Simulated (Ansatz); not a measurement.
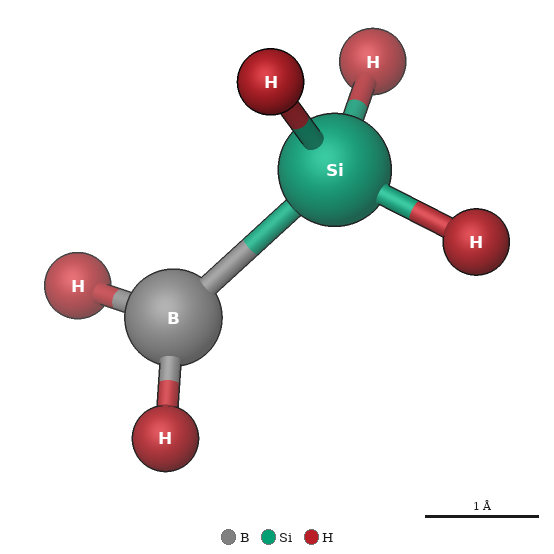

Distant atoms are faded towards the background colour. The geometry was computed by an optimisation with PBE0-D4/def2-TZVP. Masses are those of the most abundant isotopes; constants are for the rigid equilibrium geometry.

### What kind of rotor is it, and what are its rotational constants in MHz?

An asymmetric top (Cs): A = 63571, B = 10761, C = 10289 MHz. Ray's parameter κ is −0.98, close to the prolate limit.
